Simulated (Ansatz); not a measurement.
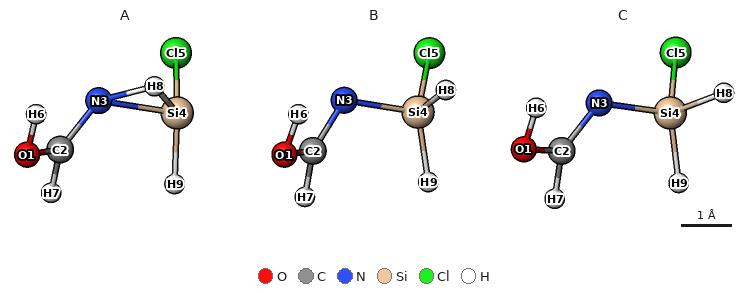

3 geometries from a converged minimum-energy path of CH₄ClNOSi, shuffled. A ball-and-stick model, seen from a free direction.

All numbers below come from RKS PBE/def2-mTZVP (Ansatz). Set-up: 9 movable images; climbing image; force threshold 0.03 eV/Å; iteration limit 60; starting path through a guess of the saddle point.

### One of them is the converged climbing image. Which?

A. In order along the path, whose images run from 0 to 10: C (image 2, +0.14 eV), B (image 4, +0.85 eV), A (image 6, +2.73 eV). A hydrogen atom shifts from one atom to another. Breaking: Si4–H8 (1.49 → 1.70 at the top → 2.57 Å). Forming: N3–H8 (2.63 → 1.32 at the top → 1.03 Å).

Cost: 2.2 min on 2 threads of Intel(R) Xeon(R) 6975P-C (Granite Rapids), with other jobs on the host, peak memory 0.17 GiB.
